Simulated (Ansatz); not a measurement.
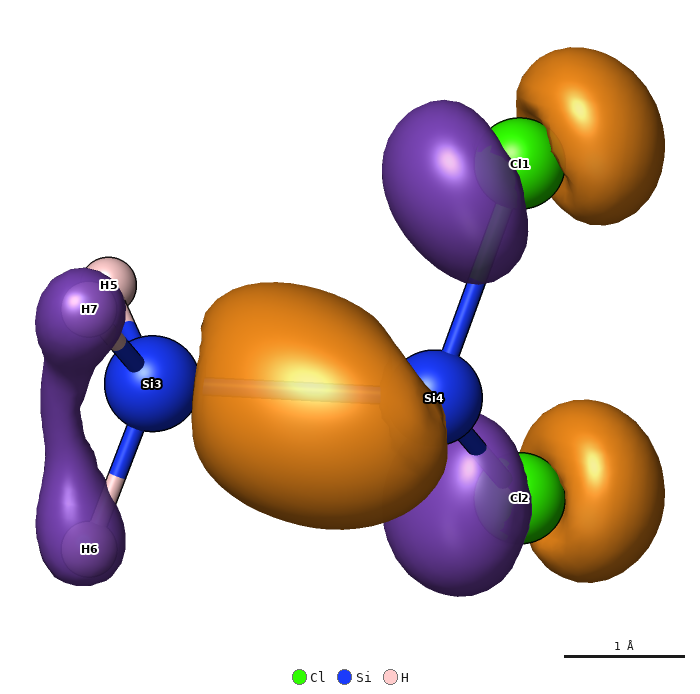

Figure. Cl$_{2}$H$_{3}$Si$_{2}$ (SMILES [SiH3][Si](Cl)Cl) (doublet). The HOMO (β) at ±0.15 Å⁻³ᐟ² (orange and purple are the two phases), seen at a tilt.

Geometry: B3LYP-D3(BJ)/def2-SVP.

Method: isolated molecule in a Gaussian basis; Kohn-Sham density functional theory, functional PBE0 (Ansatz 0.2.0).

```yaml
atoms:
  - { symbol: Cl, position_ang: [1.8931, 0.9229, 2.9275] }
  - { symbol: Cl, position_ang: [-1.1093, -0.6430, 3.2403] }
  - { symbol: Si, position_ang: [-0.3569, 0.9833, 0.1225] }
  - { symbol: Si, position_ang: [-0.1463, 1.0512, 2.4798] }
  - { symbol: H, position_ang: [0.2517, -0.2771, -0.3925] }
  - { symbol: H, position_ang: [-1.8054, 1.0338, -0.2214] }
  - { symbol: H, position_ang: [0.3481, 2.1655, -0.4473] }
```

**Describe this orbital and give its energy.**

Its weight (Hirshfeld) is mainly on Si4 (about 25 %), Si3 (about 25 %), Cl2 (about 25 %) and Cl1 (about 25 %). Its energy is −8.77 eV.
